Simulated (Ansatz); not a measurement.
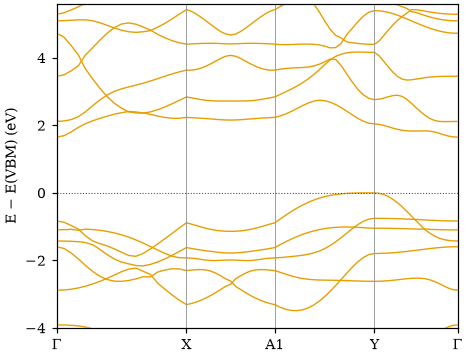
Fig. 1. Band structure from the program Ansatz at the LDA level (PAW)

Q: Read off the gap and where the band edges lie.

A: About 1.7 eV (1.65 eV by a search for the band edges); maximum at Y, minimum at Γ.

The material is monolayer InSe (C2/m in the vacuum cell, 4 atoms; In with 3 neighbours (trigonal pyramidal), Se with 3 neighbours (trigonal pyramidal)).

The layer was cut from a bulk entry of the Materials Project (measured or hypothetical); whether that bulk phase is the ambient one, and whether the layer has been isolated, was not checked. The LDA relaxation kept the symmetry of its start; whether a distortion lowers the energy is not shown. Scalar-relativistic: spin–orbit coupling is off unless named, which matters more the heavier the elements.

Potentials: the later of the program's two PAW sets.
